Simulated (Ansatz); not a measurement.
# BH2(SiH3) (SiBH₅): structure and electronic state

What does BH2(SiH3) (SiBH₅) look like as a singlet, and where do its frontier electrons sit?

Method: RKS PBE0-D4/def2-TZVP; program: Ansatz 0.2.0, Gaussian basis.

The runs, in order: relaxation at B3LYP-D4/def2-TZVP; a single point at PBE0-D4/def2-TZVP; harmonic vibrations at B3LYP-D4/def2-TZVP.

**1. Where the work starts**

7 atoms, charge 0, spin multiplicity 1.

Atoms are counted from 1 here; the program's logs count them from 0.

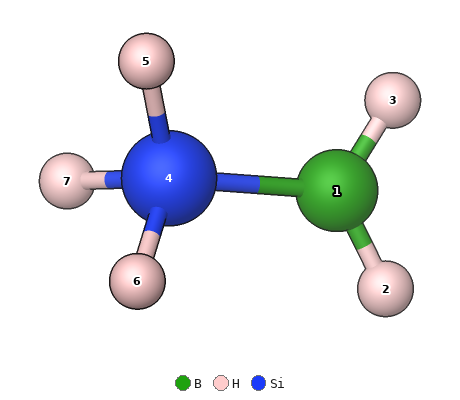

As it starts; boron green, hydrogen pink, silicon blue; atoms are numbered from 1 in the order of the file.

Geometry (Å):

```xyz
7
charge 0, multiplicity 1
B     0.5955    1.0386    0.0060
H     1.7651    1.0769    0.0274
H     0.0392    2.0670   -0.0480
Si   -0.3777   -0.6580    0.0184
H    -1.7138   -0.6057    0.6330
H     0.3005   -1.7642    0.7131
H    -0.6090   -1.1546   -1.3498
```

The start is a GFN2-xTB geometry.

**2. Relaxation at B3LYP-D4/def2-TZVP**

The input, in.yaml:

```yaml
crystal:
  periodic: [false, false, false]
  atoms:
    - {symbol: B, position_ang: [0.595540, 1.038560, 0.005960]}
    - {symbol: H, position_ang: [1.765140, 1.076930, 0.027400]}
    - {symbol: H, position_ang: [0.039220, 2.066980, -0.048000]}
    - {symbol: Si, position_ang: [-0.377680, -0.657970, 0.018400]}
    - {symbol: H, position_ang: [-1.713750, -0.605710, 0.632990]}
    - {symbol: H, position_ang: [0.300530, -1.764180, 0.713070]}
    - {symbol: H, position_ang: [-0.608990, -1.154610, -1.349820]}
basis:
  gaussian: {orbitals: def2-TZVP}
hamiltonian: {xc: {name: B3LYP}, dispersion: d4}
scf: {omitted_lower_state_checks: [starts]}
output: {orbitals: {seedname: orbitals}}
relax: {f_tol: 0.02, max_steps: 100}
```

Run with:

```bash
$ ansatz run in.yaml --threads 4 --pin off --events-out ev --progress --plain --max-ram 3916MiB
```

The program printed, shortened:

```text
Functional definition: B3LYP
  name "B3LYP"
  cite "Stephens, Devlin, Chabalowski & Frisch, J. Phys. Chem. 98, 11623 (1994) doi:10.1021/j100096a001"
  cite "Becke, Phys. Rev. A 38, 3098 (1988) doi:10.1103/PhysRevA.38.3098"
  cite "Lee, Yang & Parr, Phys. Rev. B 37, 785 (1988) doi:10.1103/PhysRevB.37.785"
  cite "Vosko, Wilk & Nusair, Can. J. Phys. 58, 1200 (1980) doi:10.1139/p80-159"
[...]
650 factors; their error is unknown
[...]
mean field -8635.30265775 eV, -317.3415194538 hartree, gradient 3.9e-5 eV, S^2 0.000000; 0 other end points of the search recorded, 0 dependent functions left out
[...]
reference -8635.30290833 eV, -317.3415286626 hartree; 12, 12 occupied and 86, 86 virtual orbitals, 650 factors
relax step   1: F+E_penalty+E_count = -8635.44314790 eV  Δ(F+E_penalty+E_count) = +0.000e0 eV  max|allowed force component| = 8.799e-1 eV/Å  Δτ_max = 0.0000 Å  (23 SCF iters, accepted)
[...]
relax step   4: F+E_penalty+E_count = -8635.50941736 eV  Δ(F+E_penalty+E_count) = -1.501e-3 eV  max|allowed force component| = 2.730e-2 eV/Å  Δτ_max = 0.0127 Å  (28 SCF iters, accepted)
[...]
relax step   5: F+E_penalty+E_count = -8635.50945440 eV  Δ(F+E_penalty+E_count) = -3.705e-5 eV  max|allowed force component| = 6.607e-3 eV/Å  Δτ_max = 0.0007 Å  (22 SCF iters, accepted)
[...]
650 factors; their error is unknown
mean field -8635.36966523 eV, -317.3439819334 hartree, gradient 1.7e-5 eV, S^2 0.000000; 0 other end points of the search recorded, 0 dependent functions left out
[...]
reference -8635.36991867 eV, -317.3439912473 hartree; 12, 12 occupied and 86, 86 virtual orbitals, 650 factors
Total energy: -8635.50970785 eV, -317.3491284047 hartree
Atom 0 at     0.596596     1.039963     0.009243 Å, force    -0.003780    -0.006607    -0.000621 eV/Å
Atom 1 at     1.787463     1.069746     0.007570 Å, force     0.005515    -0.001331     0.000154 eV/Å
Atom 2 at     0.023099     2.081113    -0.069450 Å, force    -0.003921     0.004105    -0.000134 eV/Å
Atom 3 at    -0.405090    -0.702889     0.048339 Å, force     0.002988     0.005239     0.000519 eV/Å
Atom 4 at    -1.757265    -0.594832     0.650305 Å, force    -0.000774    -0.000603     0.000518 eV/Å
Atom 5 at     0.331091    -1.794347     0.733235 Å, force    -0.000185    -0.000935     0.000589 eV/Å
Atom 6 at    -0.575883    -1.098755    -1.379241 Å, force     0.000158     0.000132    -0.001024 eV/Å
Dipole moment:     0.036691     0.065151     0.018385 e Å
Checks for a lower state left out: starts
```

Run time: 3 s. Hardware: 4 threads of Arm Neoverse V2, shared host.

Relaxation path:

```
step  energy from step 1 (eV)  largest force component (eV/Å)
   1                   0.0000                          0.8799
   2                  -0.0604                          0.2171
   3                  -0.0648                          0.1672
   4                  -0.0663                          0.0273
   5                  -0.0663                          0.0066
```

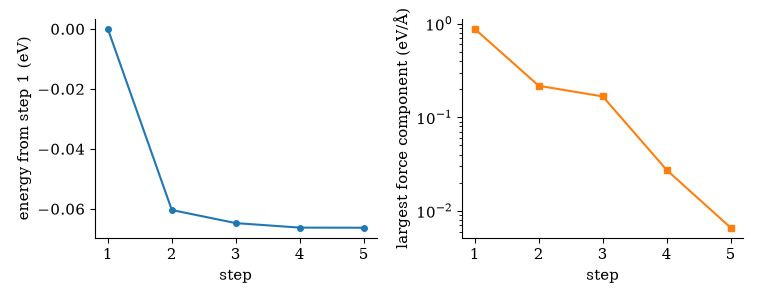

Energy and force, step by step.

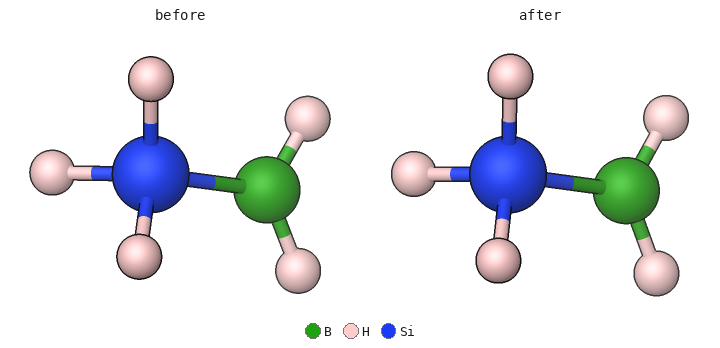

The geometry before (left) and after (right).

Distances of close pairs at the start and the end, largest changes first:

```
  bond  before (Å)  after (Å)  change (Å)
B1–Si4       1.956      2.011      +0.055
 B1–H2       1.170      1.191      +0.021
 B1–H3       1.170      1.191      +0.021
Si4–H7       1.474      1.491      +0.017
Si4–H5       1.472      1.484      +0.012
Si4–H6       1.472      1.484      +0.012
```

Bonds by kind at the end (by distance):

```
bond  count  shortest (Å)  longest (Å)
B–Si      1         2.011        2.011
H–Si      3         1.484        1.491
 B–H      2         1.191        1.191
```

**3. Single point, PBE0-D4/def2-TZVP**

start.molden holds the orbitals of an earlier run on this state, given as this run's starting guess.

The input, in.yaml:

```yaml
crystal:
  periodic: [false, false, false]
  atoms:
    - {symbol: B, position_ang: [0.596596, 1.039963, 0.009243]}
    - {symbol: H, position_ang: [1.787463, 1.069746, 0.007570]}
    - {symbol: H, position_ang: [0.023099, 2.081113, -0.069450]}
    - {symbol: Si, position_ang: [-0.405090, -0.702889, 0.048339]}
    - {symbol: H, position_ang: [-1.757265, -0.594832, 0.650305]}
    - {symbol: H, position_ang: [0.331091, -1.794347, 0.733235]}
    - {symbol: H, position_ang: [-0.575883, -1.098755, -1.379241]}
basis:
  gaussian: {orbitals: def2-TZVP, initial_orbitals: start.molden}
hamiltonian: {xc: pbe0, dispersion: d4}
output: {orbitals: {seedname: orbitals}}
```

The command is unchanged.

The program printed:

```text
Functional definition: PBE0
  name "PBE0"
  cite "Adamo & Barone, J. Chem. Phys. 110, 6158 (1999) doi:10.1063/1.478522"
  cite "Perdew, Burke & Ernzerhof, Phys. Rev. Lett. 77, 3865 (1996) doi:10.1103/PhysRevLett.77.3865"
  parent pbe
  parameter a = 0.25
  parameter kappa = 0.804
  parameter beta = 0.06672455060314922
  exchange = (1 - a)*pbe_x(kappa = kappa, mu = beta*pi^2/3) + a*exact_x
  correlation = pbe_c(beta = beta)
657 factors; their error is unknown
mean field evaluation 1: about -8629.7737 eV, gradient 4.6e0 eV
mean field evaluation 2: about -8629.8083 eV, gradient 2.9e-2 eV
mean field evaluation 4: about -8629.8385 eV, gradient 3.0e-5 eV
mean field evaluation 8: about -8629.7989 eV, gradient 1.6e0 eV
mean field evaluation 16: about -8629.8385 eV, gradient 1.6e-4 eV
mean field -8629.83850557 eV, -317.1407155649 hartree, gradient 3.8e-5 eV, S^2 0.000000; 1 other end points of the search recorded, 0 dependent functions left out
reference -8629.83853777 eV, -317.1407167484 hartree; 12, 12 occupied and 86, 86 virtual orbitals, 657 factors
Total energy: -8629.91019825 eV, -317.1433502225 hartree
```

Wall time 0.5 s (4 threads of Arm Neoverse V2, shared host).

HOMO -8.46 eV, LUMO -2.46 eV.

Mulliken charges, from this run's orbitals:

```
atom  value (e)
  B1      -0.04
  H2       0.04
  H3       0.04
 Si4       0.02
  H5      -0.02
  H6      -0.02
  H7      -0.02
```

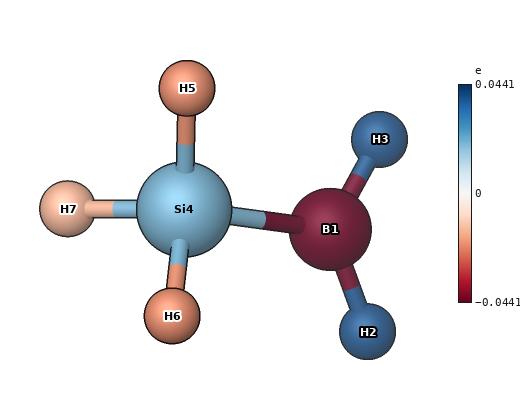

Mulliken charges, from this run's orbitals, as colours on the atoms.

Largest Mayer bond orders: B1–Si4 1.01; B1–H2 0.97; B1–H3 0.97; Si4–H5 0.95; Si4–H6 0.95; Si4–H7 0.94.

**4. Vibrations by finite differences**

in.yaml, as its differences from that of step 3:

```diff
@@ -11,4 +11,5 @@
 basis:
-  gaussian: {orbitals: def2-TZVP, initial_orbitals: start.molden}
-hamiltonian: {xc: pbe0, dispersion: d4}
-output: {orbitals: {seedname: orbitals}}
+  gaussian: {orbitals: def2-TZVP}
+hamiltonian: {xc: {name: B3LYP}, dispersion: d4}
+scf: {omitted_lower_state_checks: [starts]}
+phonons: {temperatures: {t_min: 298.15, t_max: 900, t_step: 200}}
```

Launched as before.

The program printed, shortened:

```text
Functional definition: B3LYP
  name "B3LYP"
  cite "Stephens, Devlin, Chabalowski & Frisch, J. Phys. Chem. 98, 11623 (1994) doi:10.1021/j100096a001"
  cite "Becke, Phys. Rev. A 38, 3098 (1988) doi:10.1103/PhysRevA.38.3098"
  cite "Lee, Yang & Parr, Phys. Rev. B 37, 785 (1988) doi:10.1103/PhysRevB.37.785"
  cite "Vosko, Wilk & Nusair, Can. J. Phys. 58, 1200 (1980) doi:10.1139/p80-159"
[...]
650 factors; their error is unknown
[...]
mean field -8635.36966481 eV, -317.3439819178 hartree, gradient 3.4e-5 eV, S^2 0.000000; 0 other end points of the search recorded, 0 dependent functions left out
[...]
reference -8635.36991839 eV, -317.3439912370 hartree; 12, 12 occupied and 86, 86 virtual orbitals, 650 factors
[...]
650 factors; their error is unknown
[...]
Total energy: -8635.50970757 eV, -317.3491283945 hartree
Atom 0 at     0.596596     1.039963     0.009243 Å, force    -0.003762    -0.006609    -0.000620 eV/Å
Atom 1 at     1.787463     1.069746     0.007570 Å, force     0.005500    -0.001333     0.000157 eV/Å
Atom 2 at     0.023099     2.081113    -0.069450 Å, force    -0.003925     0.004108    -0.000132 eV/Å
Atom 3 at    -0.405090    -0.702889     0.048339 Å, force     0.003002     0.005242     0.000526 eV/Å
Atom 4 at    -1.757265    -0.594832     0.650305 Å, force    -0.000779    -0.000602     0.000521 eV/Å
Atom 5 at     0.331091    -1.794347     0.733235 Å, force    -0.000187    -0.000931     0.000588 eV/Å
Atom 6 at    -0.575883    -1.098755    -1.379241 Å, force     0.000153     0.000124    -0.001038 eV/Å
Dipole moment:     0.036691     0.065151     0.018384 e Å
Vibrations: 72.53 404.32 445.08 633.95 754.86 895.82 929.02 933.84 974.11 1185.67 2179.32 2216.33 2218.91 2593.47 2673.09 cm⁻¹, zero-point energy 1.184690 eV
Checks for a lower state left out: starts
```

Wall time 14 s (4 threads of Arm Neoverse V2, shared host).

Motions are named by where the mode's potential energy lies. The modes, unscaled (a negative number is an imaginary wavenumber):

```
mode  cm⁻¹                  motion
   1    73                 torsion
   2   404       bend with torsion
   3   445                    bend
   4   634            Si–B stretch
   5   755                    bend
   6   896                    bend
   7   929  wag or twist with bend
   8   934  bend with wag or twist
   9   974  bend with wag or twist
  10  1186                    bend
  11  2179            Si–H stretch
  12  2216            Si–H stretch
  13  2219            Si–H stretch
  14  2593             B–H stretch
  15  2673             B–H stretch
```

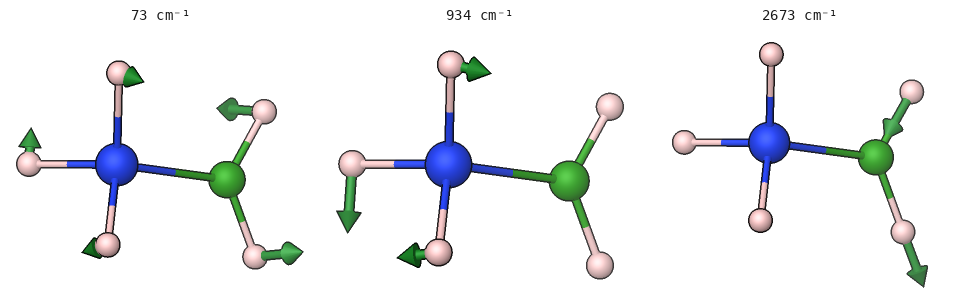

Displacements of 3 modes, as arrows.

**5. Summary of results**

```
                       quantity            value
                    point group               Cs
                      B–Si bond          2.011 Å
HOMO, LUMO at PBE0-D4/def2-TZVP  -8.46, -2.46 eV
   dipole at B3LYP-D4/def2-TZVP           0.37 D
     lowest, highest wavenumber    73, 2673 cm⁻¹
```

**Reading.** The molecule keeps its bonding pattern by the stored test; the atoms moved 0.05 Å (rms). All wavenumbers are real: a minimum at this level. The point group is read from a loosely relaxed geometry; soft torsions can leave it below the true symmetry.
